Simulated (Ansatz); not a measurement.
## Molecular dynamics, with input and output: CF$_{3}$HfNO (part 2 of 2)

Continued. System: CF$_{3}$HfNO, SMILES O=C=[N][Hf]([F])([F])[F]. Method: RKS revPBE-d3bj/def2-SVP (Ansatz 0.2.0). The geometry comes from this level: PBE0-D4/def2-TZVP.

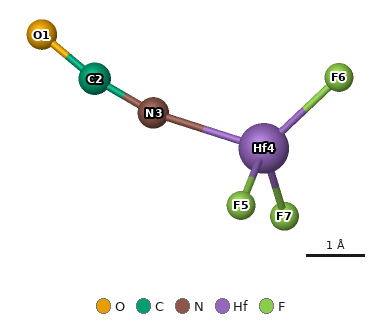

*The geometry at step 20 of the log (ball-and-stick view, seen at a tilt; atoms are numbered from 1 in the order of the input).*

**Trajectory as extended XYZ, continued**
```
7
Properties=species:S:1:pos:R:3:forces:R:3 step=10 time_fs=20.0 energy=-14027.69407 temperature=598.2
O     1.8952   -2.0279    1.8618    1.5145  -2.0338   2.1438
C     1.2209   -1.4044    1.1697   -1.8197   3.1561  -3.3429
N     0.6512   -0.6602    0.3446   -0.4755  -0.2949   0.9380
Hf   -0.6413    0.6897   -0.5988   -0.8286  -0.8994   0.0717
F     0.5195    2.0118   -1.3466   -0.0830  -0.0149  -0.0510
F    -1.9825    1.6688    0.5272    1.1739  -1.0055  -0.9469
F    -1.4359   -0.4212   -2.0484    0.5183   1.0924   1.1874
7
Properties=species:S:1:pos:R:3:forces:R:3 step=11 time_fs=22.0 energy=-14027.73593 temperature=649.0
O     1.8961   -2.0342    1.8738   -0.3981  -0.1023  -0.0004
C     1.2251   -1.3865    1.1409    1.8235  -1.1042   1.3781
N     0.6637   -0.6818    0.3469   -2.3612   2.1747  -1.7002
Hf   -0.6455    0.6896   -0.5980   -0.3066  -0.7504  -0.0109
F     0.5296    2.0177   -1.3463   -0.3343  -0.2887   0.0991
F    -1.9767    1.6758    0.5219    1.1149  -0.9983  -0.9092
F    -1.4248   -0.4238   -2.0444    0.4618   1.0693   1.1435
7
Properties=species:S:1:pos:R:3:forces:R:3 step=12 time_fs=24.0 energy=-14027.59511 temperature=483.2
O     1.8961   -2.0408    1.8859   -1.4621   1.1728  -1.4660
C     1.2352   -1.3722    1.1164    4.3031  -4.1892   4.9106
N     0.6698   -0.6973    0.3446   -3.8474   4.0456  -3.7735
Hf   -0.6498    0.6894   -0.5972    0.1910  -0.5638  -0.1016
F     0.5390    2.0230   -1.3459   -0.5434  -0.5131   0.2205
F    -1.9687    1.6808    0.5147    0.9920  -0.9441  -0.8186
F    -1.4128   -0.4242   -2.0381    0.3667   0.9919   1.0287
7
Properties=species:S:1:pos:R:3:forces:R:3 step=13 time_fs=26.0 energy=-14027.68873 temperature=603.2
O     1.8925   -2.0445    1.8944   -1.2730   1.2442  -1.5854
C     1.2591   -1.3714    1.1078    3.2408  -3.3294   4.0182
N     0.6652   -0.7017    0.3318   -2.9648   3.0980  -2.7191
Hf   -0.6540    0.6891   -0.5965    0.6812  -0.3750  -0.1735
F     0.5472    2.0273   -1.3449   -0.6918  -0.6606   0.2983
F    -1.9587    1.6838    0.5059    0.7868  -0.8264  -0.6591
F    -1.4001   -0.4226   -2.0296    0.2208   0.8491   0.8206
7
Properties=species:S:1:pos:R:3:forces:R:3 step=14 time_fs=28.0 energy=-14027.82629 temperature=783.1
O     1.8859   -2.0453    1.8991   -0.1528   0.2718  -0.4871
C     1.2934   -1.3813    1.1120   -0.2934   0.1349   0.0929
N     0.6524   -0.6976    0.3116   -0.4824   0.5245   0.1893
Hf   -0.6581    0.6887   -0.5957    1.1758  -0.1926  -0.2205
F     0.5541    2.0302   -1.3434   -0.7831  -0.7357   0.3356
F    -1.9471    1.6852    0.4957    0.5063  -0.6470  -0.4355
F    -1.3869   -0.4192   -2.0195    0.0297   0.6441   0.5252
7
Properties=species:S:1:pos:R:3:forces:R:3 step=15 time_fs=30.0 energy=-14027.70327 temperature=624.7
O     1.8789   -2.0454    1.9026    1.0707  -0.9566   0.9464
C     1.3268   -1.3907    1.1166   -3.4329   3.1425  -3.3773
N     0.6384   -0.6921    0.2918    1.5308  -1.3735   2.3281
Hf   -0.6619    0.6883   -0.5951    1.6735  -0.0160  -0.2470
F     0.5594    2.0316   -1.3412   -0.8348  -0.7656   0.3475
F    -1.9345    1.6852    0.4847    0.1783  -0.4251  -0.1708
F    -1.3736   -0.4146   -2.0084   -0.1857   0.3943   0.1731
7
Properties=species:S:1:pos:R:3:forces:R:3 step=16 time_fs=32.0 energy=-14027.57474 temperature=443.3
O     1.8745   -2.0478    1.9084    1.2283  -1.0255   1.0214
C     1.3491   -1.3900    1.1103   -4.4178   3.8048  -4.1414
N     0.6285   -0.6903    0.2785    2.4544  -2.0848   3.1182
Hf   -0.6654    0.6878   -0.5944    2.1645   0.1446  -0.2576
F     0.5630    2.0315   -1.3382   -0.8641  -0.7784   0.3487
F    -1.9214    1.6844    0.4733   -0.1639  -0.1859   0.1070
F    -1.3608   -0.4091   -1.9969   -0.4015   0.1251  -0.1963
7
Properties=species:S:1:pos:R:3:forces:R:3 step=17 time_fs=34.0 energy=-14027.60613 temperature=470.0
O     1.8730   -2.0527    1.9167    0.2421   0.3633  -0.6631
C     1.3573   -1.3771    1.0907   -3.2806   2.0538  -2.0550
N     0.6254   -0.6942    0.2738    2.3670  -1.7977   2.7906
Hf   -0.6684    0.6874   -0.5939    2.6444   0.2552  -0.2388
F     0.5648    2.0298   -1.3346   -0.8762  -0.7834   0.3442
F    -1.9088    1.6832    0.4621   -0.4955   0.0508   0.3756
F    -1.3487   -0.4034   -1.9858   -0.6012  -0.1421  -0.5535
7
Properties=species:S:1:pos:R:3:forces:R:3 step=18 time_fs=36.0 energy=-14027.60992 temperature=465.8
O     1.8722   -2.0567    1.9233   -0.8460   1.9551  -2.5997
C     1.3549   -1.3576    1.0645   -1.0938  -0.7302   1.2544
N     0.6288   -0.7031    0.2767    1.2741  -0.6089   1.4431
Hf   -0.6708    0.6870   -0.5934    3.1097   0.2718  -0.1640
F     0.5649    2.0265   -1.3302   -0.8633  -0.7694   0.3282
F    -1.8971    1.6821    0.4517   -0.8026   0.2745   0.6208
F    -1.3379   -0.3980   -1.9758   -0.7781  -0.3929  -0.8829
7
Properties=species:S:1:pos:R:3:forces:R:3 step=19 time_fs=38.0 energy=-14027.48927 temperature=297.6
O     1.8692   -2.0559    1.9237   -1.3716   2.7995  -3.6242
C     1.3490   -1.3405    1.0423    1.1663  -3.2437   4.2384
N     0.6358   -0.7137    0.2837   -0.5054   1.1152  -0.5354
Hf   -0.6726    0.6867   -0.5929    3.5273   0.1817  -0.0294
F     0.5632    2.0216   -1.3252   -0.8127  -0.7163   0.2906
F    -1.8871    1.6815    0.4426   -1.0747   0.4781   0.8339
F    -1.3286   -0.3934   -1.9676   -0.9292  -0.6146  -1.1739
7
Properties=species:S:1:pos:R:3:forces:R:3 step=20 time_fs=40.0 energy=-14027.42418 temperature=213.7
O     1.8630   -2.0485    1.9154   -1.1989   2.6544  -3.4414
C     1.3468   -1.3338    1.0338    2.1444  -4.1671   5.3317
N     0.6413   -0.7212    0.2891   -1.7204   2.2546  -1.8481
Hf   -0.6736    0.6865   -0.5924    3.8394   0.0035   0.1392
F     0.5599    2.0153   -1.3196   -0.7141  -0.6063   0.2228
F    -1.8792    1.6820    0.4351   -1.2998   0.6526   1.0084
F    -1.3213   -0.3900   -1.9618   -1.0506  -0.7916  -1.4125
7
Properties=species:S:1:pos:R:3:forces:R:3 step=21 time_fs=42.0 energy=-14027.54767 temperature=371.7
O     1.8539   -2.0346    1.8987   -0.1792   1.2992  -1.7829
C     1.3516   -1.3404    1.0423    0.6161  -2.3787   3.1724
N     0.6421   -0.7225    0.2895   -1.2701   1.8760  -1.3793
Hf   -0.6737    0.6862   -0.5919    3.9895  -0.2414   0.3135
F     0.5551    2.0078   -1.3136   -0.5633  -0.4320   0.1214
F    -1.8740    1.6837    0.4297   -1.4591   0.7822   1.1327
F    -1.3161   -0.3883   -1.9588   -1.1339  -0.9053  -1.5779
7
Properties=species:S:1:pos:R:3:forces:R:3 step=22 time_fs=44.0 energy=-14027.57291 temperature=396.0
O     1.8444   -2.0176    1.8778    1.8118  -1.4173   1.5403
C     1.3583   -1.3547    1.0611   -2.6905   1.5444  -1.5709
N     0.6394   -0.7187    0.2861    0.0079   0.6985   0.0212
Hf   -0.6730    0.6859   -0.5913    3.9256  -0.5259   0.4712
F     0.5491    1.9994   -1.3073   -0.3667  -0.2063  -0.0063
F    -1.8718    1.6871    0.4266   -1.5246   0.8426   1.1845
F    -1.3131   -0.3884   -1.9591   -1.1635  -0.9360  -1.6400
7
Properties=species:S:1:pos:R:3:forces:R:3 step=23 time_fs=46.0 energy=-14027.42196 temperature=219.7
O     1.8392   -2.0040    1.8606    3.6852  -3.9273   4.6016
C     1.3564   -1.3641    1.0748   -5.2291   4.7492  -5.4510
N     0.6368   -0.7129    0.2827    0.6857  -0.0108   0.8488
Hf   -0.6715    0.6855   -0.5906    3.5882  -0.7862   0.5688
F     0.5424    1.9905   -1.3010   -0.1444   0.0362  -0.1419
F    -1.8726    1.6921    0.4259   -1.4654   0.8048   1.1387
F    -1.3126   -0.3903   -1.9627   -1.1202  -0.8658  -1.5650
7
Properties=species:S:1:pos:R:3:forces:R:3 step=24 time_fs=48.0 energy=-14027.55738 temperature=399.8
O     1.8429   -1.9999    1.8544    3.1349  -3.2212   3.7311
C     1.3376   -1.3581    1.0711   -4.1072   3.6295  -4.1095
N     0.6360   -0.7071    0.2817    0.2139   0.3115   0.4428
Hf   -0.6692    0.6849   -0.5898    2.9461  -0.9424   0.5523
F     0.5355    1.9817   -1.2950    0.0785   0.2587  -0.2662
F    -1.8764    1.6988    0.4275   -1.2705   0.6559   0.9893
F    -1.3143   -0.3941   -1.9694   -0.9957  -0.6921  -1.3398
7
Properties=species:S:1:pos:R:3:forces:R:3 step=25 time_fs=50.0 energy=-14027.74846 temperature=658.4
O     1.8542   -2.0036    1.8573    0.7411  -0.3753   0.2937
C     1.3057   -1.3406    1.0541   -0.0673  -0.6618   0.9983
N     0.6358   -0.7005    0.2819   -1.2516   1.5877  -1.1078
Hf   -0.6662    0.6841   -0.5889    2.0696  -0.9856   0.4315
F     0.5286    1.9735   -1.2896    0.2928   0.4568  -0.3764
F    -1.8828    1.7069    0.4311   -0.9739   0.4235   0.7648
F    -1.3180   -0.3992   -1.9789   -0.8107  -0.4452  -1.0041
7
Properties=species:S:1:pos:R:3:forces:R:3 step=26 time_fs=52.0 energy=-14027.66916 temperature=581.0
O     1.8673   -2.0081    1.8609   -1.1860   1.6605  -2.1255
C     1.2735   -1.3251    1.0403    3.2695  -3.9789   4.8808
N     0.6321   -0.6895    0.2790   -2.4210   2.6317  -2.4093
Hf   -0.6628    0.6830   -0.5879    1.0788  -0.9500   0.2513
F     0.5224    1.9662   -1.2849    0.5024   0.6503  -0.4826
F    -1.8912    1.7157    0.4363   -0.6385   0.1604   0.5154
F    -1.3234   -0.4053   -1.9905   -0.6051  -0.1739  -0.6301
7
Properties=species:S:1:pos:R:3:forces:R:3 step=27 time_fs=54.0 energy=-14027.66971 temperature=580.2
O     1.8775   -2.0087    1.8593   -1.9718   2.2694  -2.8244
C     1.2519   -1.3224    1.0422    3.5304  -3.9664   4.8079
N     0.6218   -0.6712    0.2695   -1.5885   1.6937  -1.4296
Hf   -0.6592    0.6818   -0.5869    0.0534  -0.8351   0.0273
F     0.5172    1.9602   -1.2812    0.7040   0.8460  -0.5879
F    -1.9009    1.7249    0.4425   -0.3164  -0.0908   0.2824
F    -1.3300   -0.4117   -2.0033   -0.4111   0.0833  -0.2758
7
Properties=species:S:1:pos:R:3:forces:R:3 step=28 time_fs=56.0 energy=-14027.75991 temperature=691.4
O     1.8829   -2.0038    1.8510   -1.7228   1.7474  -2.1883
C     1.2416   -1.3325    1.0595    1.4483  -1.3749   1.7517
N     0.6071   -0.6483    0.2561    0.6059  -0.7508   1.2293
Hf   -0.6555    0.6804   -0.5858   -0.9391  -0.6384  -0.2270
F     0.5134    1.9559   -1.2786    0.8781   1.0219  -0.6808
F    -1.9112    1.7340    0.4493   -0.0296  -0.3134   0.0793
F    -1.3375   -0.4179   -2.0167   -0.2408   0.3082   0.0358
7
Properties=species:S:1:pos:R:3:forces:R:3 step=29 time_fs=58.0 energy=-14027.68409 temperature=585.6
O     1.8842   -1.9946    1.8373   -0.6188   0.4172  -0.6195
C     1.2360   -1.3470    1.0825   -1.0734   1.6991  -1.8108
N     0.5941   -0.6275    0.2460    2.3518  -2.8326   3.4321
Hf   -0.6521    0.6789   -0.5848   -1.7867  -0.4095  -0.4703
F     0.5115    1.9537   -1.2775    0.9923   1.1362  -0.7393
F    -1.9216    1.7424    0.4563    0.2247  -0.5109  -0.1023
F    -1.3454   -0.4235   -2.0300   -0.0899   0.5005   0.3101
7
Properties=species:S:1:pos:R:3:forces:R:3 step=30 time_fs=60.0 energy=-14027.53575 temperature=384.5
O     1.8840   -1.9845    1.8222    0.6095  -0.9168   0.9291
C     1.2269   -1.3560    1.0996   -2.7241   3.7243  -4.1303
N     0.5876   -0.6145    0.2454    2.9564  -3.7087   4.3128
Hf   -0.6490    0.6772   -0.5838   -2.3651  -0.2220  -0.6586
F     0.5115    1.9538   -1.2779    1.0139   1.1471  -0.7416
F    -1.9315    1.7497    0.4630    0.4583  -0.6937  -0.2752
F    -1.3535   -0.4281   -2.0426    0.0511   0.6697   0.5638
```

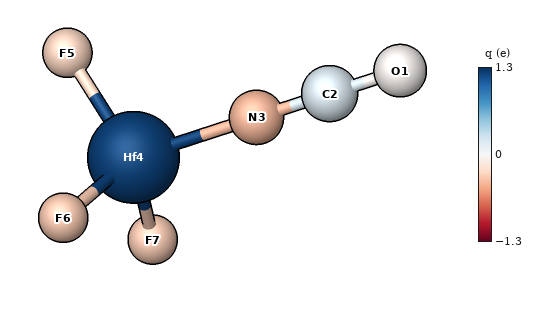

*Mulliken charges, as the colour of each atom (ball-and-stick view, seen at a tilt; atoms are numbered from 1 in the order of the input).*

By element: O −0.04, C +0.18, N −0.41, Hf +1.20 and F −0.33 to −0.27 e.

This output came from the following input.

**Input file**
```yaml
crystal:
  periodic: [false, false, false]
  atoms:
    - {symbol: O, position_ang: [1.850685, -2.027617, 1.806780]}
    - {symbol: C, position_ang: [1.196950, -1.311269, 1.168761]}
    - {symbol: N, position_ang: [0.519195, -0.568578, 0.507290]}
    - {symbol: Hf, position_ang: [-0.620233, 0.679549, -0.605566]}
    - {symbol: F, position_ang: [0.470353, 2.016821, -1.391251]}
    - {symbol: F, position_ang: [-1.925791, 1.508150, 0.491676]}
    - {symbol: F, position_ang: [-1.491170, -0.297046, -1.977690]}
basis:
  gaussian: {orbitals: def2-SVP}
hamiltonian: {xc: {name: revPBE}, dispersion: d3bj}
md: {timestep: 2 fs, n_steps: 30, ensemble: nve, temperature: 1000, initial_velocities: maxwell_boltzmann, seed: 730}
```

Launch command:
```bash
ansatz run in.yaml --threads 4 --pin off --events-out ev --progress --plain --max-ram 10444MiB
```

**Summary**

| quantity | value |
| --- | --- |
| outcome | finished |
| mean temperature over the second half | 461 K |
| trajectory | 30 steps, 60 fs |
| ensemble | nve |
| temperature in the input | 1000 K |
| time step | 2 fs |
| potential energy (last step) | −14027.5358 eV |
| mean-field energy (last step) | −14027.2480 eV |
| dispersion energy (last step) | −0.2879 eV |
| SCF solution under orbital rotations (last step) | stable |
| largest force (length of the vector) (last step) | 6.411 eV/Å |
| dipole moment (last step) | 1.04 D |
| hardware | 4 threads of AMD EPYC, 180 GiB of memory available, shared host |
| wall time | 85 s (CPU time 5 min) |
| peak memory | 0.44 GiB |

**Notes**

So short a trajectory is not equilibrated.
